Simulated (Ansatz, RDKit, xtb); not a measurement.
# C5H7B: ranking a sample of isomers, part 2 of 2

Which of a sample of isomers of C5H7B is the most stable in the gas at 298.15 K, and what are its properties? The sample is small against all isomers, and the most stable one of this formula need not be in it.

xtb, Ansatz and PySCF; isolated molecules. Earlier steps stand in the parts before.

## (7) Harmonic analysis of the finalists

The lowest few in one piece go on as finalists. In this search the thermal terms come from GFN2-xTB at its own nearest minimum. The first, c454a:

start.xyz

```xyz
13
c454a
C     -2.652658    -1.454366     0.858460
C     -0.352039    -3.056098     1.228146
C      0.812450    -3.118972     0.558618
C      0.861999    -2.129602    -0.575996
C     -0.269505    -1.408117    -0.661744
B     -1.206252    -1.916511     0.519345
H     -2.945466    -1.613555     1.906752
H     -3.311255    -2.109538     0.250980
H     -2.881734    -0.422984     0.552032
H     -0.589774    -3.688669     2.085972
H      1.651260    -3.789795     0.774100
H      1.738661    -2.044655    -1.227384
H     -0.436928    -0.635659    -1.415277
```

Command:

```sh
$ xtb start.xyz --gfn 2 --ohess tight
```

Standard output, shortened:

```text
* xtb version 6.7.1
[...]
          :  # basis functions                  31          :
[...]
          :  # electrons                        30          :
[...]
          :  Hamiltonian                  GFN2-xTB          :
[...]
          :  net charge                          0          :
          :  unpaired electrons                  0          :
[...]
   *** convergence criteria satisfied after 12 iterations ***
[...]
   *** GEOMETRY OPTIMIZATION CONVERGED AFTER 6 ITERATIONS ***
[...]
   *** convergence criteria satisfied after 3 iterations ***
[...]
         ::                     SUMMARY                     ::
         :::::::::::::::::::::::::::::::::::::::::::::::::::::
         :: total energy             -15.415660000993 Eh    ::
         :: gradient norm              0.000263667750 Eh/a0 ::
         :: HOMO-LUMO gap              1.848806654164 eV    ::
         ::.................................................::
         :: SCC energy               -15.690082553569 Eh    ::
         :: -> isotropic ES            0.021702924626 Eh    ::
         :: -> anisotropic ES          0.004689152150 Eh    ::
         :: -> anisotropic XC          0.010445912809 Eh    ::
         :: -> dispersion             -0.007464822101 Eh    ::
         :: repulsion energy           0.274422552576 Eh    ::
         :: add. restraining           0.000000000000 Eh    ::
         :: total charge               0.000000000000 e     ::
         :::::::::::::::::::::::::::::::::::::::::::::::::::::
[...]
        15        2.0000           -0.3671741              -9.9913 (HOMO)
        16                         -0.2992318              -8.1425 (LUMO)
[...]
molecular dipole:
                 x           y           z       tot (Debye)
 q only:       -0.290       0.063       0.042
   full:       -0.153      -0.008      -0.014       0.390
molecular quadrupole (traceless):
[...]
          | TOTAL ENERGY              -15.415660000998 Eh   |
          | TOTAL ENTHALPY            -15.305390849235 Eh   |
          | TOTAL FREE ENERGY         -15.343179546850 Eh   |
          | GRADIENT NORM               0.000263634358 Eh/α |
[...]
```

Wall time 0.16 s (2 threads of Intel Xeon 6975P-C (Granite Rapids), shared host).

## (8) Thermal terms of the finalists

As xtb prints them, at 298.15 K, with its own treatment of low modes:

| label | SMILES | spin | lowest mode (cm⁻¹) | zero-point (kcal/mol) | G − E (kcal/mol) |
| --- | --- | --- | --- | --- | --- |
| c454a | CB1C=CC=C1 | singlet | 43 | 64.5 | 45.5 |
| c405a | CC1=CBC=C1 | singlet | 117 | 64.1 | 45.6 |
| c693a | CC1=CC=CB1 | singlet | 123 | 64.0 | 45.5 |

## (9) The final energy

Each finalist gets a single point at CCSD(T)/def2-SVP + MP2/def2-TZVPP - MP2/def2-SVP.

c454a, CCSD(T)/def2-SVP:

input.yaml

```yaml
crystal:
  periodic: [false, false, false]
  atoms:
    - symbol: C
      position_ang: [-2.652658, -1.454366, 0.858460]
    - symbol: C
      position_ang: [-0.352039, -3.056098, 1.228146]
    - symbol: C
      position_ang: [0.812450, -3.118972, 0.558618]
    - symbol: C
      position_ang: [0.861999, -2.129602, -0.575996]
    - symbol: C
      position_ang: [-0.269505, -1.408117, -0.661744]
    - symbol: B
      position_ang: [-1.206252, -1.916511, 0.519345]
    - symbol: H
      position_ang: [-2.945466, -1.613555, 1.906752]
    - symbol: H
      position_ang: [-3.311255, -2.109538, 0.250980]
    - symbol: H
      position_ang: [-2.881734, -0.422984, 0.552032]
    - symbol: H
      position_ang: [-0.589774, -3.688669, 2.085972]
    - symbol: H
      position_ang: [1.651260, -3.789795, 0.774100]
    - symbol: H
      position_ang: [1.738661, -2.044655, -1.227384]
    - symbol: H
      position_ang: [-0.436928, -0.635659, -1.415277]
basis:
  gaussian:
    orbitals: def2-SVP
correlation:
  method: ccsd_t
  frozen_orbitals: {B: 1, C: 1, H: 0}
```

Command:

```sh
$ ansatz run input.yaml --threads 2 --pin off --max-ram 5220MiB --events-out events.jsonl --progress --plain --runs-dir runs
```

Standard output, shortened:

```text
Warning: RAYON_NUM_THREADS=2 ignored (pool sized by the plan → 2); use --threads N
Functional definition: HF
  name "HF"
[...]
1238 factors; integrals over basis functions are off by at most 1.3e-3 eV
[...]
mean field -5929.41891426 eV, -217.9021259945 hartree, gradient 3.3e-6 eV, S^2 0.000000; 0 other end points of the search recorded, 0 dependent functions left out; unrestricted orbitals would lower it
6 core orbitals not correlated: weight in the atoms' cores, before any rotation towards them, 1.000 or more for the frozen orbitals, at most 0.000 for the correlated occupied ones
reference -5929.41891426 eV, -217.9021259945 hartree; 15, 15 occupied and 98, 98 virtual orbitals, 1238 factors
second order -20.02482529 eV of doubles, -0.00000000 eV of singles
cycle   1  -20.88773922 eV  change   -8.6e-1 eV  update   1.0e-1
[...]
cycle   9  -21.60046831 eV  change    2.0e-5 eV  update   3.0e-5
perturbative correction -0.85566492 eV, -0.0314451058 hartree
Total energy: -5951.87504749 eV, -218.7273736695 hartree
```

It took 6.9 s on 2 threads of Intel Xeon 6975P-C (Granite Rapids), shared host; peak memory 0.77 GiB.

## (10) c454a at MP2/def2-TZVPP

input.yaml

```yaml
crystal:
  periodic: [false, false, false]
  atoms:
    - {symbol: C, position_ang: [-2.652658, -1.454366, 0.858460]}
    - {symbol: C, position_ang: [-0.352039, -3.056098, 1.228146]}
    - {symbol: C, position_ang: [0.812450, -3.118972, 0.558618]}
    - {symbol: C, position_ang: [0.861999, -2.129602, -0.575996]}
    - {symbol: C, position_ang: [-0.269505, -1.408117, -0.661744]}
    - {symbol: B, position_ang: [-1.206252, -1.916511, 0.519345]}
    - {symbol: H, position_ang: [-2.945466, -1.613555, 1.906752]}
    - {symbol: H, position_ang: [-3.311255, -2.109538, 0.250980]}
    - {symbol: H, position_ang: [-2.881734, -0.422984, 0.552032]}
    - {symbol: H, position_ang: [-0.589774, -3.688669, 2.085972]}
    - {symbol: H, position_ang: [1.651260, -3.789795, 0.774100]}
    - {symbol: H, position_ang: [1.738661, -2.044655, -1.227384]}
    - {symbol: H, position_ang: [-0.436928, -0.635659, -1.415277]}
basis:
  gaussian: {orbitals: def2-TZVPP}
correlation: {method: mp2, frozen_orbitals: {B: 1, C: 1, H: 0}}
```

Command:

```sh
$ ansatz run input.yaml --threads 2 --pin off --max-ram 5220MiB --events-out events.jsonl --progress --plain --runs-dir runs
```

Standard output:

```text
Warning: RAYON_NUM_THREADS=2 ignored (pool sized by the plan → 2); use --threads N
[... 2 set-up lines as earlier in the session ...]
  exchange = exact_x
  correlation = 0
1686 factors; integrals over basis functions are off by at most 9.9e-4 eV
mean field evaluation 1: about -5930.8011 eV, gradient 4.1e1 eV
mean field evaluation 2: about -5931.0734 eV, gradient 4.1e1 eV
mean field evaluation 4: about -5935.7797 eV, gradient 4.4e0 eV
mean field evaluation 8: about -5935.8510 eV, gradient 2.8e-1 eV
mean field -5935.85136708 eV, -218.1385142755 hartree, gradient 1.3e-6 eV, S^2 0.000000; 0 other end points of the search recorded, 0 dependent functions left out; unrestricted orbitals would lower it
mean field evaluation 16: about -5935.8516 eV, gradient 3.9e0 eV
6 core orbitals not correlated: weight in the atoms' cores, before any rotation towards them, 1.000 or more for the frozen orbitals, at most 0.000 for the correlated occupied ones
reference -5935.85136708 eV, -218.1385142755 hartree; 15, 15 occupied and 263, 263 virtual orbitals, 1686 factors
second order -24.31051790 eV of doubles, -0.00000000 eV of singles
Total energy: -5960.16188497 eV, -219.0319093300 hartree
```

Run time: 6.3 s. Hardware: 2 threads of Intel Xeon 6975P-C (Granite Rapids), shared host; peak memory 0.79 GiB.

## (11) c405a at CCSD(T)/def2-SVP

input.yaml

```yaml
crystal:
  periodic: [false, false, false]
  atoms:
    - {symbol: C, position_ang: [-2.635828, -1.731032, 0.476682]}
    - {symbol: C, position_ang: [-1.197241, -2.098030, 0.495793]}
    - {symbol: C, position_ang: [-0.551415, -2.957297, 1.315217]}
    - {symbol: C, position_ang: [1.019565, -1.924182, -0.341182]}
    - {symbol: C, position_ang: [-0.235840, -1.477841, -0.503834]}
    - {symbol: B, position_ang: [0.951351, -2.947956, 0.873427]}
    - {symbol: H, position_ang: [-3.080790, -1.964632, -0.506397]}
    - {symbol: H, position_ang: [-3.206528, -2.253380, 1.255891]}
    - {symbol: H, position_ang: [-2.758746, -0.642642, 0.615336]}
    - {symbol: H, position_ang: [-1.056428, -3.512421, 2.107995]}
    - {symbol: H, position_ang: [1.866885, -3.578933, 1.346264]}
    - {symbol: H, position_ang: [1.862065, -1.603716, -0.956517]}
    - {symbol: H, position_ang: [-0.582884, -0.753977, -1.250443]}
basis:
  gaussian:
    orbitals: def2-SVP
correlation:
  method: ccsd_t
  frozen_orbitals: {B: 1, C: 1, H: 0}
```

Command:

```sh
$ ansatz run input.yaml --threads 2 --pin off --max-ram 5220MiB --events-out events.jsonl --progress --plain --runs-dir runs
```

Standard output, shortened:

```text
Warning: RAYON_NUM_THREADS=2 ignored (pool sized by the plan → 2); use --threads N
[... 2 set-up lines as earlier in the session ...]
[...]
1239 factors; integrals over basis functions are off by at most 1.2e-3 eV
[...]
mean field -5929.12747471 eV, -217.8914157886 hartree, gradient 4.2e-6 eV, S^2 0.000000; 0 other end points of the search recorded, 0 dependent functions left out; unrestricted orbitals would lower it
6 core orbitals not correlated: weight in the atoms' cores, before any rotation towards them, 1.000 or more for the frozen orbitals, at most 0.000 for the correlated occupied ones
reference -5929.12747471 eV, -217.8914157886 hartree; 15, 15 occupied and 98, 98 virtual orbitals, 1239 factors
second order -20.03000334 eV of doubles, -0.00000000 eV of singles
cycle   1  -20.86365951 eV  change   -8.3e-1 eV  update   1.0e-1
[...]
cycle  12  -21.59350635 eV  change    2.5e-6 eV  update   5.7e-6
perturbative correction -0.86336329 eV, -0.0317280157 hartree
Total energy: -5951.58434435 eV, -218.7166905262 hartree
```

Wall time 7.2 s (2 threads of Intel Xeon 6975P-C (Granite Rapids), shared host); peak memory 0.77 GiB.

For c454a, c405a, c693a the log finds that unrestricted Hartree-Fock orbitals lie lower, a sign to watch the closed-shell reference there.

## (12) Putting it together

Energies in kcal/mol from c454a; G adds the thermal terms to the CCSD(T)/def2-SVP + MP2/def2-TZVPP - MP2/def2-SVP energy. The columns left of the relaxed level are at the tight-binding geometries.

| label | SMILES | spin | GFN2-xTB | HF/STO-3G | r2SCAN-D4/def2-SVP | PBE0-D3(BJ)/def2-SVP | HF/def2-SVP | MP2/def2-SVP | CCSD(T)/def2-SVP + MP2/def2-TZVPP - MP2/def2-SVP | G | share at equilibrium | T1 |
| --- | --- | --- | --- | --- | --- | --- | --- | --- | --- | --- | --- | --- |
| c454a | CB1C=CC=C1 | singlet | 0.0 | 0.0 | 0.0 | 0.0 | 0.0 | 0.0 | 0.0 | 0.0 | 100.0 % | 0.011 |
| c405a | CC1=CBC=C1 | singlet | -6.7 | 5.9 | 8.1 | 7.6 | 6.7 | 6.6 | 7.5 | 7.6 | < 0.1 % | 0.011 |
| c693a | CC1=CC=CB1 | singlet | -4.4 | 8.0 | 11.5 | 10.5 | 9.6 | 9.7 | 10.6 | 10.5 | < 0.1 % | 0.011 |

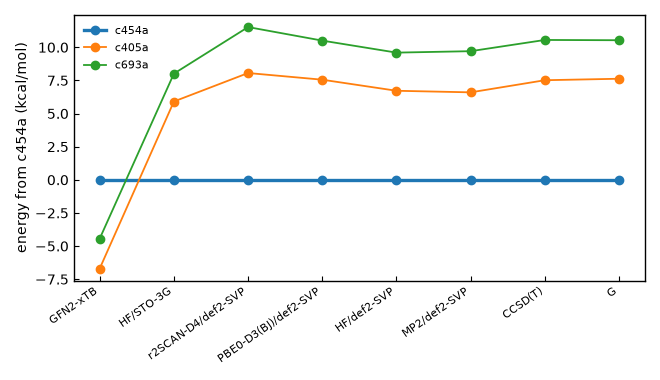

The finalists at each level, measured from c454a.

Lowest found: c454a, `CB1C=CC=C1`, a singlet. Bond lengths: C2–C3 1.345 Å, C3–C4 1.506 Å, C4–C5 1.345 Å, C1–B6 1.556 Å, C2–B6 1.591 Å, C5–B6 1.591 Å, C1–H7 1.100 Å, C1–H8 1.110 Å, C1–H9 1.100 Å, C2–H10 1.092 Å, C3–H11 1.095 Å, C4–H12 1.095 Å, C5–H13 1.092 Å. Some angles: C2–C3–C4 111.9°, C3–C2–B6 106.1°, C3–C4–C5 111.9°, C4–C5–B6 106.1°, C1–B6–C2 127.9°, C1–B6–C5 127.9°, C2–B6–C5 104.1°, C2–C3–H11 126.4°, C4–C3–H11 121.7°, C3–C2–H10 123.5°.

```xyz
13

C    -2.6527   -1.4544    0.8585
C    -0.3520   -3.0561    1.2281
C     0.8125   -3.1190    0.5586
C     0.8620   -2.1296   -0.5760
C    -0.2695   -1.4081   -0.6617
B    -1.2063   -1.9165    0.5193
H    -2.9455   -1.6136    1.9068
H    -3.3113   -2.1095    0.2510
H    -2.8817   -0.4230    0.5520
H    -0.5898   -3.6887    2.0860
H     1.6513   -3.7898    0.7741
H     1.7387   -2.0447   -1.2274
H    -0.4369   -0.6357   -1.4153
```

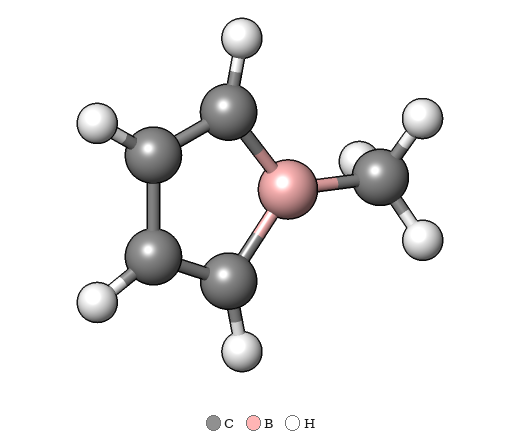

The lowest structure found, seen from a chosen angle (carbon grey, boron pink, hydrogen white).

## (13) Results

What follows sums up all 2 parts.

```
                                 quantity                                                                  value
                   lowest structure found                                                    CB1C=CC=C1, singlet
                            next finalist                          CC1=CBC=C1, singlet, 7.6 kcal/mol higher in G
share at equilibrium, among the finalists                                                                100.0 %
                                   funnel  3 starts, 3 minima at GFN2-xTB, 6 screening runs, 3 relaxed, 3 ranked
                     CPU time of all runs                                                                2.5 min
```

**Reading.** `CB1C=CC=C1` comes out lowest. Among the finalists first place is clear (7.6 kcal/mol); structures outside the list aren't covered. HF/STO-3G, r2SCAN-D4/def2-SVP, PBE0-D3(BJ)/def2-SVP, HF/def2-SVP and MP2/def2-SVP already put its bonding pattern lowest among the structures in one piece; GFN2-xTB favours the singlet CC1=CBC=C1. The largest share of the time went into the final energies (52 %). The search is not exhaustive (a finite list of starts, one conformer a finalist), so a lower isomer can't be ruled out. Only 3 drawn patterns were tried, so whole families of isomers are missing, and the result ranks this sample alone.
